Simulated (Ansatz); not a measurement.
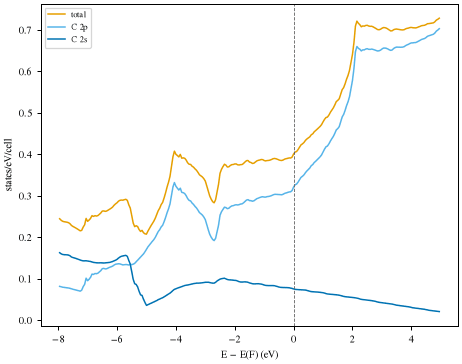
*Total and projected density of states of C (fcc (Cu type), Fm-3m), the program Ansatz at the PBE+D3(BJ) level (PAW)*

Which orbitals carry the states next to the Fermi level?

Within 0.5 eV of the Fermi level: C 2p 80 %, C 2s 19 %. Projections are on Löwdin-orthogonalised atomic valence shells; empty p or d shells of many metals are not among them.

Where is the tallest occupied peak in this window, and what makes it?

Near -4.0 eV, about 0.41 states/eV per cell; the largest projected share is C 2p.

The start of the workflow was typed in or built on a structure type; neither database checked (COD, Materials Project) lists it. It is not the phase usual at ambient conditions (space group No. 194, 227). The cell was relaxed with PBE+D3(BJ) under the symmetry of its start; whether a distortion lowers the energy is not shown. The volume moved by -25 % from the start of the relaxation.

Potentials: the earlier of the program's two PAW sets.
